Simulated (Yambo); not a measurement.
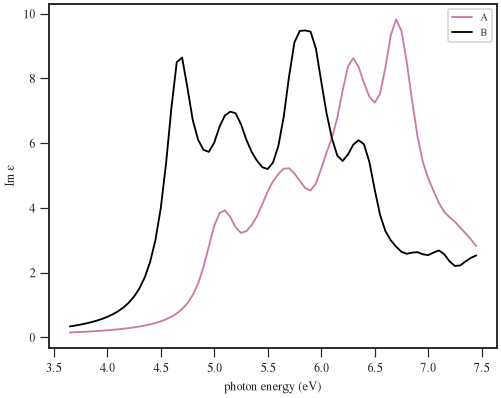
Figure. Two computed absorption spectra of AgCl (rock salt, space group Fm-3m, No. 225) under isotropic strain of -1.5 % on all lattice vectors (Yambo, PBEsol bands with the same scissor, field along x)

Q: Which curve includes the electron-hole attraction (BSE)?

A: Curve B: the attraction moves weight to lower energy (centre of the plotted range 5.7 eV against 6.2 eV). Settings: 8×8×8 mesh, 8 valence and 1 conduction bands, static screening with 27 bands and a 4 Ry block, scissor 1.61 eV, Tamm-Dancoff. The scissor comes from a G0W0 run whose convergence isn't established. Broadening 0.15 eV. The band window holds all transitions up to 7.5 eV. On this mesh the peak heights and the fine structure are mesh artefacts; only the shift of weight is robust.

Spin-orbit coupling is not included.

Geometry strained from the cell relaxed with PBEsol, atoms relaxed again; primitive cell a = 3.7943 Å, b = 3.7943 Å, c = 3.7943 Å, α = 60.00°, β = 60.00°, γ = 60.00°.
